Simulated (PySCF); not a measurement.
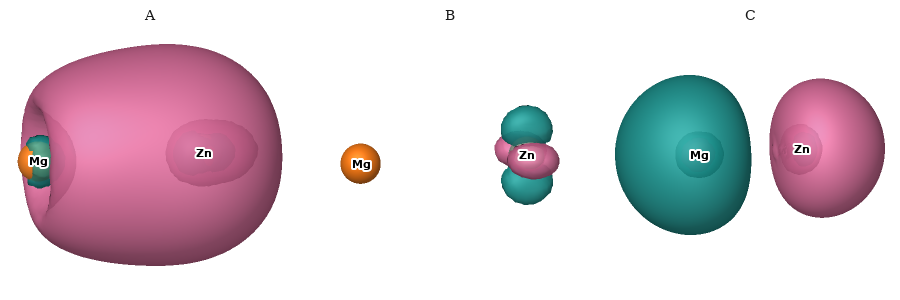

Figure 1: MgZn (charge +1, doublet). Three frontier β-spin orbitals, each drawn at the value that holds 80 % of its norm (teal and pink are the two phases), in no order; of a degenerate pair one member is drawn.

These are results of PySCF, PBE0/6-31G(d,p), non-relativistic, at a bond length of 2.631 Å, not measurements.

Name the orbitals and rank them from lowest to highest energy.

Orbital B: δ, occupied in this spin, −17.79 eV; almost wholly on Zn.
Orbital A: σ, occupied in this spin, −12.92 eV; shared between the atoms (Mg 35 %, Zn 65 %).
Orbital C: σ, empty in this spin, −7.98 eV; shared between the atoms (Mg 60 %, Zn 40 %).
